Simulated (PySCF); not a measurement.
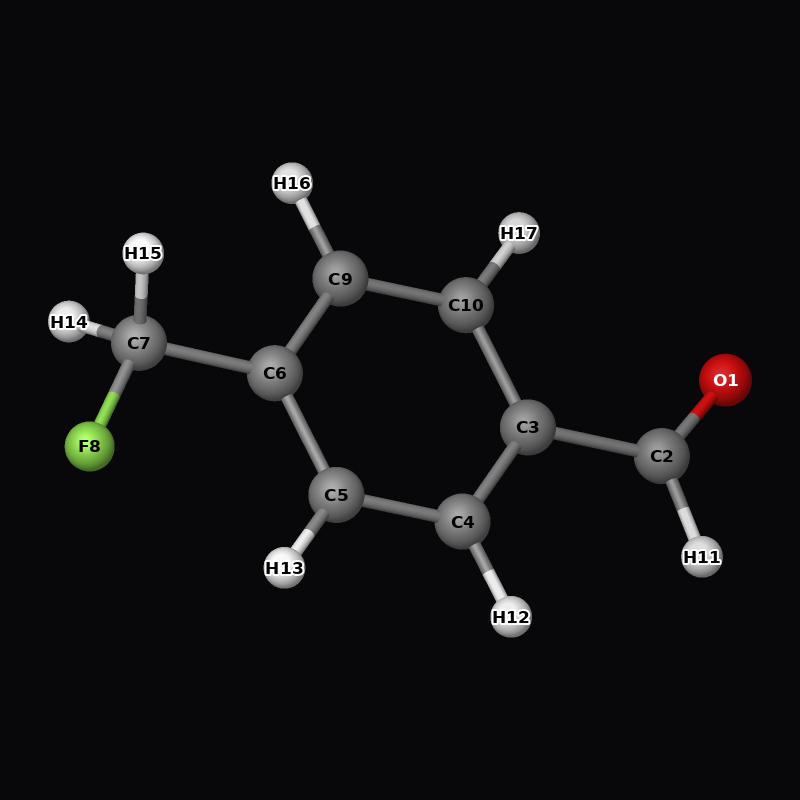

The geometry was computed by an optimisation with PBE0-D3(BJ)/def2-SVP. No frequency run is at hand to confirm it as a minimum. Method: TDDFT CAM-B3LYP/def2-SVPD, vertical, gas phase, core orbitals frozen in the response (PySCF 2.14.0), and the same with a continuum solvent (IEF-PCM, Bondi radii x 1.2, gas-phase geometry).

How do dipole (D), HOMO–LUMO gap (eV), lowest singlet (eV) change in dichloromethane (ε = 8.9), acetone (ε = 20.5)?

```tsv
medium	dipole (D)	HOMO–LUMO gap (eV)	lowest singlet (eV)
gas phase	2.43	7.93	3.91
dichloromethane	3.21	7.85	4.04
acetone	3.30	7.84	4.06
```
